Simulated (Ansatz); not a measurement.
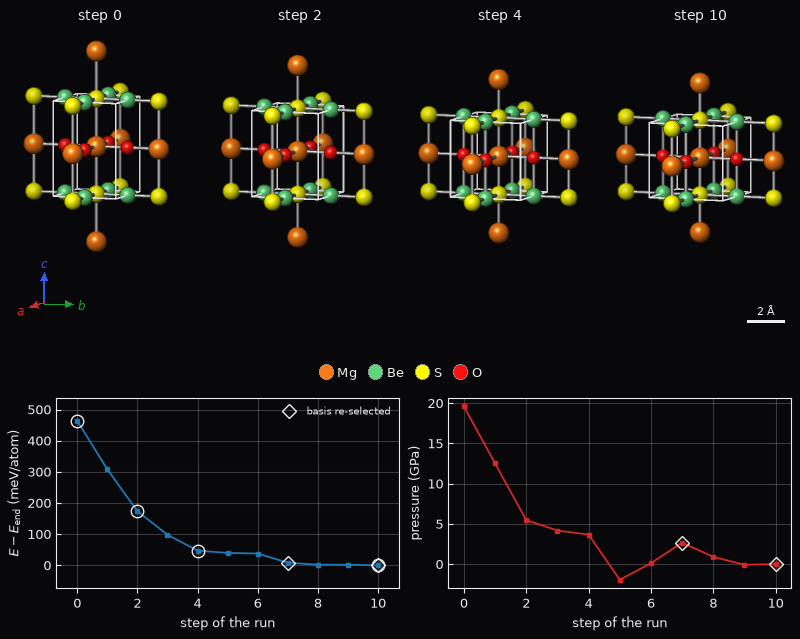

Frames of a relaxation of crystalline MgBe$_{2}$SO$_{2}$ (a generated structure, set up in P4/mmm) (coarse preliminary run), marked on the history of the run. Style: ball-and-stick. Shown: the cell of the calculation, slightly off an axis.

These are results of Ansatz, DFT PBE, scalar-relativistic, plane waves, PAW, not measurements.

The input:
```yaml
crystal:
  lattice:
    - [3.68249204, 0.0, 0.0]
    - [0.0, 3.68249204, 0.0]
    - [0.0, 0.0, 5.2880065]
  atoms:
    - { symbol: Mg, position: [0.5, 0.5, 0.5] }
    - { symbol: Be, position: [0.0, 0.5, 0.0] }
    - { symbol: Be, position: [0.5, 0.0, 0.0] }
    - { symbol: S, position: [0.5, 0.5, 0.0] }
    - { symbol: O, position: [0.0, 0.5, 0.5], spin: 1.0 }
    - { symbol: O, position: [0.5, 0.0, 0.5], spin: 1.0 }
basis:
  ecutwfc: 420
kpoints:
  mp_grid: { grid: [6, 6, 4] }
hamiltonian:
  xc: pbe
scf:
  occupations: { method: gaussian, width: 0.1 }
  lower_state_search: "off"
output:
  forces: true
  stress: true
  eigenvalues: true
  populations: true
magnetization:
  spin_polarized: true
relax:
  adjacent_minimum: "off"
  f_tol: 0.04
  max_steps: 70
  cell: { stress_tol: 0.4 }
```

Command:
```bash
ansatz run input.yaml --threads 1 --pin off --max-ram 2560MiB --backend cpu --events-out ev --progress --plain --runs-dir out
```

### Describe the path.

No atom moves by more than 0.005 Å relative to the cell. The volume changes by +9.4 %, with a = b 3.682 → 4.351 Å (+18.2 %), c 5.288 → 4.142 Å (−21.7 %). Some distances before and after: Be2–O5 2.644 → 2.071 Å, Mg1–S4 2.644 → 2.071 Å, Mg1–O5 1.841 → 2.175 Å, Be2–S4 1.841 → 2.175 Å. The space group stays P4/mmm (No. 123). The energy falls by 464 meV per atom in 8 accepted moves (10 points after the start). All forces vanish by symmetry, so only the cell relaxes. Pressure: 19.60 GPa at the start and 0.02 GPa at the end. At 2 points the geometry stayed and the basis and grid were re-selected for the new cell (energy shift of 29.6 meV per atom at most each time). The program noted that the starting moments weren't kept. Cost: 52 s on 1 thread of Intel(R) Xeon(R) 6975P-C (Granite Rapids), on a shared host, peak memory 0.42 GiB. From step 0 to 2: volume +2.0 %, energy −290 meV per atom. From step 2 to 4: volume −0.8 %, energy −127 meV per atom. From step 4 to 10: volume +8.1 %, energy −47.3 meV per atom.
